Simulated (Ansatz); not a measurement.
The starting structures come from a database of crystals and need not be the phases stable at ambient conditions.

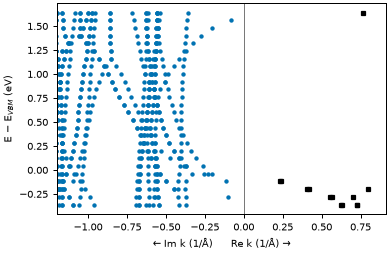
Fig. 1. Complex bands at the centre of the two-dimensional zone; PBEsol (Ansatz, a quantum-chemistry and plane-wave program)

The gap is the functional's own, uncorrected, and κ follows it; spin-orbit coupling is left out. Mid-gap values are interpolated between the computed energies.

Q: This is K2PtBr4 (P4/mmm, not sure to be the ambient phase, 7 atoms a cell, 34.2 Å³ an atom) along the normal of (111). Read off the slowest decay at the centre of the two-dimensional zone at 0.68 eV, the computed energy nearest the middle of the gap.

A: κ ≈ 0.40 1/Å, a decay length 1/(2κ) of the density of 1.2 Å.
